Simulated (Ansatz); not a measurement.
Consider AlH$_{6}$NO$_{3}$ (SMILES [NH3+][Al-]([OH])([OH])[OH]).

```xyz
11

Al    1.0667   -0.0962   -0.2015
N     0.2191    1.5116    0.6636
O     1.4230    0.5882   -1.7503
O    -0.2686   -1.1917   -0.0960
O     2.3857   -0.3302    0.8938
H     0.7531    1.7809    1.4898
H     0.2058    2.2897    0.0044
H    -0.7372    1.2894    0.9398
H     2.2935    0.5007   -2.1397
H    -0.5576   -1.6928   -0.8592
H     2.5657   -1.1911    1.2725
```

Geometry: PBE0-D4/def2-SVP.

Method: isolated molecule in a Gaussian basis; Kohn-Sham density functional theory, functional PBE0 (Ansatz 0.2.0).

### What can the converged electron density and electron localisation function tell about the bonding?

Al–O (1.73 Å): the density is about 0.85 e/Å³ at the midpoint; the ELF peaks at about 0.90 in the valence shell of O, 0.6 Å from its nucleus, and is about 0.55 at the midpoint.
Al–N (2.01 Å): the density is about 0.53 e/Å³ at the midpoint; the ELF peaks at about 0.95 in the valence shell of N, 0.8 Å from its nucleus, and is about 0.80 at the midpoint.
N–H (1.02 Å): ρ is about 2.9 e/Å³ halfway; the ELF climbs to about 1 towards the hydrogen, as it does in any bond to H; a covalent bond by its length.

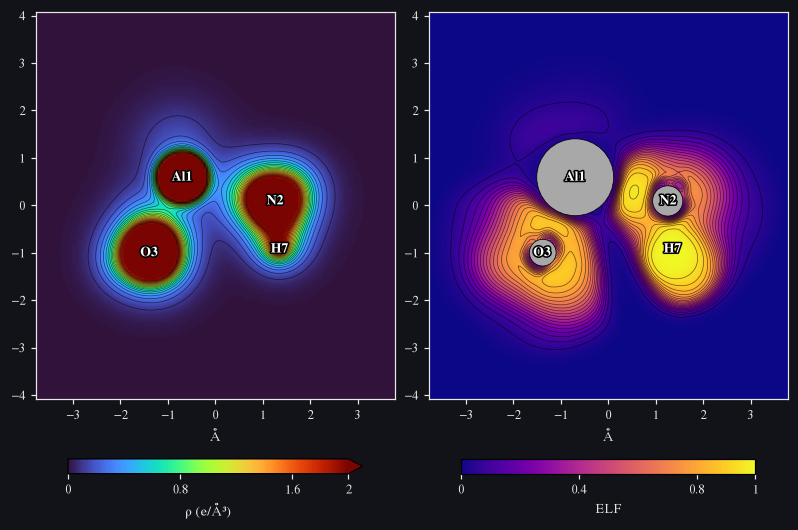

Computed electron density and electron localisation function on the plane of atoms Al1, N2 and H7, in this order. Grey discs cover the atomic cores in the ELF map. 
